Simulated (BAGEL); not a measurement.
**C3H3FN+ (SMILES C[c+]1nc1F): HF/3-21G (density fitting with qzvpp-jkfit)**

Aim: the vertical ionisation energy of C3H3FN+ at HF/3-21G (density fitting with qzvpp-jkfit), from 2 runs. 

The results are computed with BAGEL 1.2.2.

1 further run of the same task is left out (set aside as unsound or not needed). Runs told in other sessions of the task aren't counted.

## (1) The system as given

The species is C3H3FN+ (8 atoms), meant as a singlet with charge +1. As SMILES, `C[c+]1nc1F`. Geometry: relaxed at GFN2-xTB.

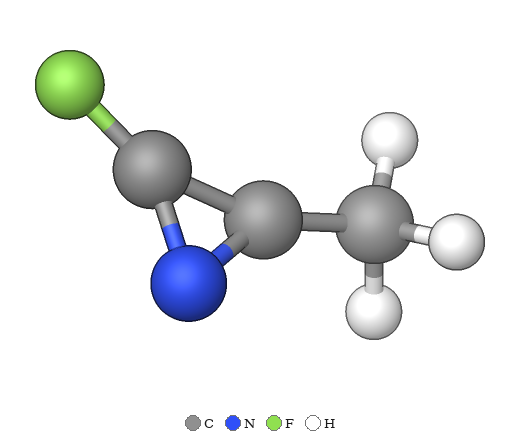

Viewed from a chosen angle; carbon grey, nitrogen blue, fluorine green, hydrogen white.

## (2) The energy at HF/3-21G (density fitting with qzvpp-jkfit)

File calc.json:

```json
{ "bagel": [

{
  "title": "molecule",
  "basis": "3-21g",
  "df_basis": "qzvpp-jkfit",
  "angstrom": true,
  "geometry": [
    { "atom": "C", "xyz": [      -0.832700,      -0.532420,       0.544270 ] },
    { "atom": "C", "xyz": [       0.268230,      -0.014620,      -0.162890 ] },
    { "atom": "N", "xyz": [       1.412850,      -0.319110,      -0.852260 ] },
    { "atom": "C", "xyz": [       1.090790,       0.949520,      -0.721740 ] },
    { "atom": "F", "xyz": [       1.413460,       2.129180,      -0.984680 ] },
    { "atom": "H", "xyz": [      -1.503420,       0.229600,       0.940930 ] },
    { "atom": "H", "xyz": [      -0.471850,      -1.203580,       1.340210 ] },
    { "atom": "H", "xyz": [      -1.377350,      -1.238560,      -0.103830 ] }
  ]
},

{ "title": "hf", "charge": 1 },

{ "title": "print", "file": "orbitals.molden", "orbitals": true }

]}
```

Command:

```bash
$ BAGEL_NUM_THREADS=1 BAGEL calc.json > calc.out
```

What it wrote:

```text
* using 1 threads per process

  ===============================================================
  ===============================================================

  *** Geometry ***

  { "atom" : "C", "xyz" : [     -1.573575,     -1.006128,      1.028521 ] },
  { "atom" : "C", "xyz" : [      0.506881,     -0.027628,     -0.307817 ] },
  { "atom" : "N", "xyz" : [      2.669900,     -0.603031,     -1.610538 ] },
  { "atom" : "C", "xyz" : [      2.061294,      1.794333,     -1.363891 ] },
  { "atom" : "F", "xyz" : [      2.671052,      4.023567,     -1.860776 ] },
  { "atom" : "H", "xyz" : [     -2.841052,      0.433881,      1.778100 ] },
  { "atom" : "H", "xyz" : [     -0.891667,     -2.274437,      2.532630 ] },
  { "atom" : "H", "xyz" : [     -2.602814,     -2.340539,     -0.196210 ] },

  Number of auxiliary basis functions:      433

  Since a DF basis is specified, we compute 2- and 3-index integrals:
    o Being stored without compression. Storage requirement is 0.009 GB

  Number of basis functions:       51
  Number of electrons      :       37

    * METHOD: MOLECULE                             0.12

  *** RHF ***

  === Nuclear Repulsion ===
   154.7415038791

      * DIIS with orbital gradients will be used.

  === RHF iteration (3-21g) ===
      0       -267.17072159          0.02557194           0.02
      1       -267.27770904          0.01616491           0.02
      2       -267.32042758          0.00226525           0.03
      3       -267.32223423          0.00080683           0.02
      4       -267.32242804          0.00029058           0.02
      5       -267.32247237          0.00013161           0.02
      6       -267.32248178          0.00005151           0.02
      7       -267.32248342          0.00001735           0.02
      8       -267.32248357          0.00000817           0.02
      9       -267.32248359          0.00000349           0.02
     10       -267.32248359          0.00000138           0.02
     11       -267.32248359          0.00000052           0.02
     12       -267.32248359          0.00000024           0.03
     13       -267.32248359          0.00000011           0.02
     14       -267.32248359          0.00000005           0.03
     15       -267.32248359          0.00000003           0.02
     16       -267.32248359          0.00000001           0.03
     17       -267.32248359          0.00000001           0.02
    * SCF iteration converged.

    * Permanent dipole moment:
           (    1.035564,     0.464265,    -0.656443) a.u.

    * METHOD: HF                                   0.54

    * METHOD: PRINT                                0.01

  ===============================================================
```

Run time: 1 s. Hardware: 1 thread of Arm Neoverse V2, shared host; peak memory 0.083 GiB.

## (3) Doublet [C3H3FN]2+ at the same level

File input.json:

```json
{ "bagel" : [

{
  "title" : "molecule",
  "basis" : "3-21g",
  "df_basis" : "qzvpp-jkfit",
  "angstrom" : "true",
  "geometry" : [
    { "atom" : "C", "xyz" : [      -0.832700,      -0.532420,       0.544270 ] },
    { "atom" : "C", "xyz" : [       0.268230,      -0.014620,      -0.162890 ] },
    { "atom" : "N", "xyz" : [       1.412850,      -0.319110,      -0.852260 ] },
    { "atom" : "C", "xyz" : [       1.090790,       0.949520,      -0.721740 ] },
    { "atom" : "F", "xyz" : [       1.413460,       2.129180,      -0.984680 ] },
    { "atom" : "H", "xyz" : [      -1.503420,       0.229600,       0.940930 ] },
    { "atom" : "H", "xyz" : [      -0.471850,      -1.203580,       1.340210 ] },
    { "atom" : "H", "xyz" : [      -1.377350,      -1.238560,      -0.103830 ] }
  ]
},

{ "title" : "uhf", "charge" : 2, "nopen" : 1 },

{ "title" : "print", "file" : "orbitals.molden", "orbitals" : "true" }

]}
```

Command:

```bash
$ BAGEL_NUM_THREADS=1 BAGEL input.json > input.out
```

What it wrote:

```text
* using 1 threads per process

  ===============================================================
  ===============================================================

  *** Geometry ***

  { "atom" : "C", "xyz" : [     -1.573575,     -1.006128,      1.028521 ] },
  { "atom" : "C", "xyz" : [      0.506881,     -0.027628,     -0.307817 ] },
  { "atom" : "N", "xyz" : [      2.669900,     -0.603031,     -1.610538 ] },
  { "atom" : "C", "xyz" : [      2.061294,      1.794333,     -1.363891 ] },
  { "atom" : "F", "xyz" : [      2.671052,      4.023567,     -1.860776 ] },
  { "atom" : "H", "xyz" : [     -2.841052,      0.433881,      1.778100 ] },
  { "atom" : "H", "xyz" : [     -0.891667,     -2.274437,      2.532630 ] },
  { "atom" : "H", "xyz" : [     -2.602814,     -2.340539,     -0.196210 ] },

  Number of auxiliary basis functions:      433

  Since a DF basis is specified, we compute 2- and 3-index integrals:
    o Being stored without compression. Storage requirement is 0.009 GB

  Number of basis functions:       51
  Number of electrons      :       37

    * METHOD: MOLECULE                             0.12

  *** Open-shell HF ***

  === Nuclear Repulsion ===
   154.7415038791

      * DIIS with orbital gradients will be used.

  === UHF iteration (3-21g) ===
      0       -266.41494669          0.05824424           0.04
      1       -266.57057747          0.04164722           0.04
      2       -266.61153466          0.03078960           0.04
      3       -266.65109179          0.00418463           0.04
      4       -266.65389329          0.00247285           0.04
      5       -266.65660071          0.00192979           0.04
      6       -266.65859907          0.00096025           0.04
      7       -266.65959708          0.00050036           0.04
      8       -266.66016735          0.00019526           0.04
      9       -266.66043996          0.00010054           0.05
     10       -266.66062416          0.00007426           0.04
     11       -266.66074630          0.00006520           0.04
     12       -266.66085914          0.00005506           0.04
     13       -266.66098573          0.00003127           0.04
     14       -266.66098622          0.00001317           0.05
     15       -266.66098766          0.00000780           0.04
     16       -266.66098908          0.00000488           0.04
     17       -266.66098922          0.00000309           0.05
     18       -266.66098925          0.00000158           0.04
     19       -266.66098925          0.00000092           0.04
     20       -266.66098925          0.00000057           0.04
     21       -266.66098925          0.00000036           0.04
     22       -266.66098925          0.00000024           0.04
     23       -266.66098925          0.00000014           0.04
     24       -266.66098925          0.00000010           0.04
     25       -266.66098925          0.00000008           0.04
     26       -266.66098925          0.00000004           0.04
     27       -266.66098925          0.00000002           0.04
     28       -266.66098925          0.00000002           0.04
     29       -266.66098925          0.00000001           0.04
     30       -266.66098925          0.00000001           0.04
    * SCF iteration converged.

    * S^2 (UHF) is 0.8482

    * Permanent dipole moment:
           (    0.732974,     1.371832,    -0.516756) a.u.

    * METHOD: UHF                                  1.44

    * METHOD: PRINT                                0.01

  ===============================================================
```

Run time: 1.8 s. Hardware: 1 thread of Arm Neoverse V2, shared host; peak memory 0.083 GiB.

## (4) Summary of results

Level: HF/3-21G (density fitting with qzvpp-jkfit).

```
                                            quantity          value
                       singlet C3H3FN+: total energy  -267.32248 Eh
                        singlet C3H3FN+: HOMO energy      -19.70 eV
                        singlet C3H3FN+: LUMO energy       -4.51 eV
                      singlet C3H3FN+: HOMO–LUMO gap       15.19 eV
                    doublet [C3H3FN]2+: total energy  -266.66099 Eh
                            doublet [C3H3FN]2+: ⟨S²⟩          0.848
vertical ionisation energy (to the doublet dication)      18.000 eV
```

What this shows: The vertical ionisation energy comes to 18.00 eV (415 kcal/mol). −ε(HOMO) before ionisation, 19.70 eV, is 1.70 eV above this ionisation energy.
